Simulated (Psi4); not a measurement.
Frequency calculation of AlO (part 4 of 4)

AlO (oxoaluminum), multiplicity 2; PBE/def2-SVP, UKS, dispersion D4 (Psi4 1.11). The geometry was optimised with PBE/def2-SVP.

Geometry of the input (Å):
```
O  -0.0798  -0.0705  0.0202
Al 0.0707  -0.0534  1.6593
```

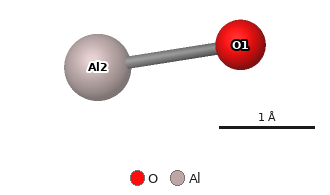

Fig. 1: The input geometry (ball-and-stick view, seen at a tilt; atoms are numbered from 1 in the order of the input). Sticks mark near contacts.

## Standard output, continued
```
PE ENERGY                                           0.0000000000
SCF ITERATION ENERGY                             -317.2623547839
SCF ITERATIONS                                     14.0000000000
SCF TOTAL ENERGY                                 -317.2623547839
THERMAL ENERGY                                   -317.2577638109
THERMAL ENERGY CORRECTION                           0.0045909730
TWO-ELECTRON ENERGY                               183.5887193457
ZERO K ENTHALPY                                  -317.2601672066
ZPVE                                                0.0021875774
```
